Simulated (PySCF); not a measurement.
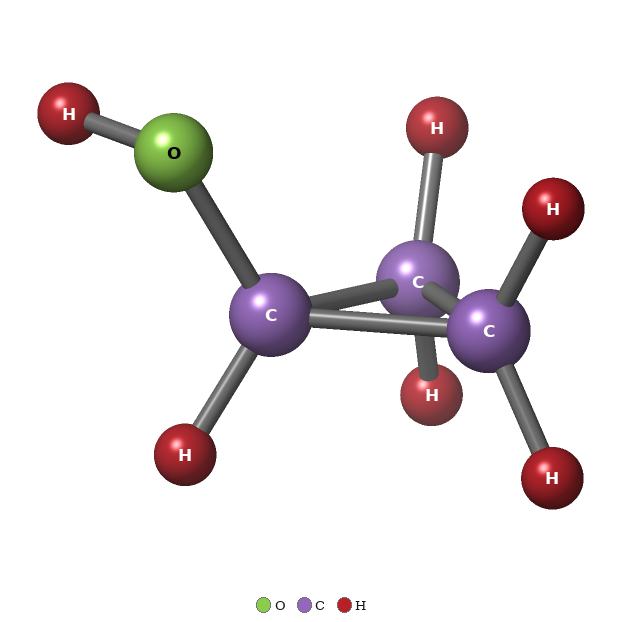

Ball-and-stick drawing of a structure.

The computed structure is the end point of a PBE0-D3(BJ)/def2-SVP optimisation. No frequency run is at hand to confirm it as a minimum.

> What is the molecular formula?

C3H6O, 10 atoms: 3 carbon, 6 hydrogen and 1 oxygen.

> Give a SMILES string for it.

OC1CC1

> What is the point group of this geometry?

C1.

> Does it have rings?

Independent rings (smallest set): 1 of 3 members.

> How many atoms are distinct by symmetry?

10: 1 O, 1 C, 1 C, 1 C, 1 H, 1 H, 1 H, 1 H, 1 H, 1 H.

More results for the same structure follow; atom numbers are the same in all pictures, views and colours differ.

Charges

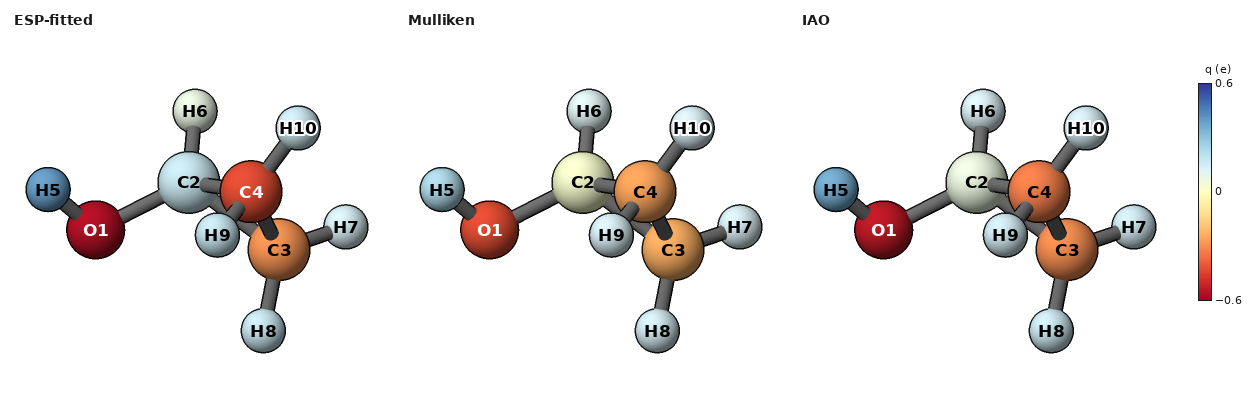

Atomic charges of one calculation by 3 schemes, on one colour scale. No frequency run is at hand to confirm it as a minimum. Computed with PBE0/pcSseg-1 (PySCF 2.14.0).

> On which atom do the schemes disagree most?

On C4 (from −0.42 to −0.26 e); H5 (from 0.23 to 0.39 e).

List the charges (e), one line for each set of equivalent atoms.

```tsv
atom	ESP-fitted	Mulliken	IAO
O1	−0.56	−0.42	−0.53
C2	0.16	0.03	0.07
C3	−0.28	−0.23	−0.29
C4	−0.42	−0.26	−0.32
H5	0.39	0.23	0.35
H6	0.08	0.11	0.12
H7	0.13	0.13	0.15
H8	0.17	0.14	0.16
H9	0.17	0.13	0.15
H10	0.16	0.13	0.14
```

Electronic properties

No frequency run is at hand to confirm it as a minimum. Level of theory: PBE0/pcSseg-1, gas phase (PySCF 2.14.0).

> Estimate the LUMO energy (Kohn–Sham orbital).

1.52 eV.

> Estimate the dipole moment.

1.56 D.

> What is the HOMO energy (Kohn–Sham orbital)?

−7.48 eV.

NMR shielding

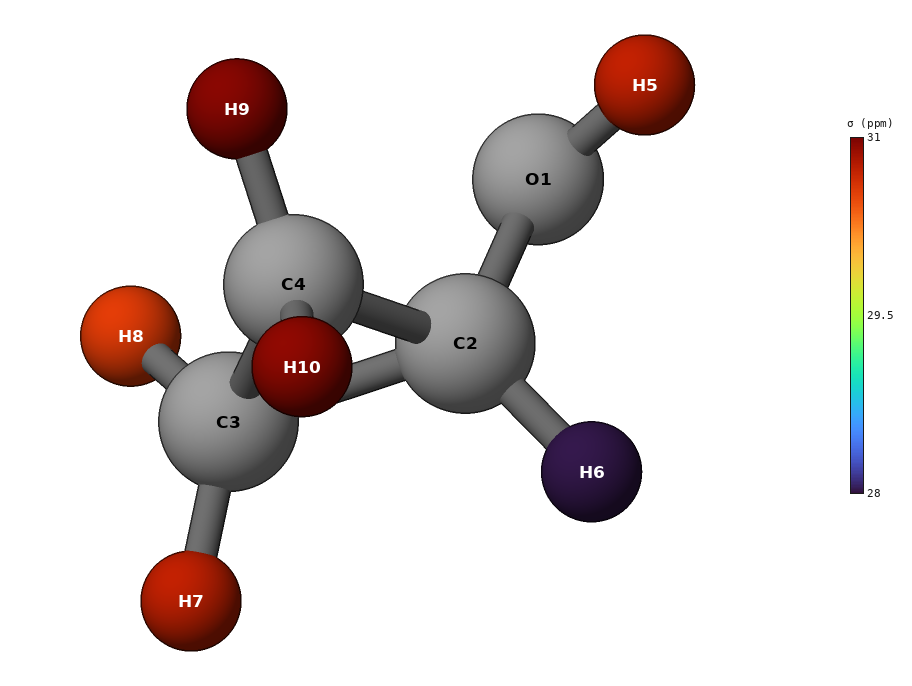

Atoms are coloured by their isotropic NMR shieldings (H only, the others grey). No frequency run is at hand to confirm it as a minimum. Level of theory: GIAO PBE0/pcSseg-1 NMR shielding, non-relativistic, gas phase (PySCF 2.14.0).

> Which H atom is the most shielded (lowest chemical shift)?

H9 (30.96 ppm).

> Which H atom is the least shielded (highest chemical shift)?

H6 (28.02 ppm).

> How wide is the range of H shifts?

2.94 ppm.

List the isotropic NMR shieldings of the H atoms.

| atom | σ (ppm) |
| --- | --- |
| H5 | 30.74 |
| H6 | 28.02 |
| H7 | 30.74 |
| H8 | 30.56 |
| H9 | 30.96 |
| H10 | 30.93 |

Mulliken values depend strongly on the basis set and can even reverse the polarity of a bond.
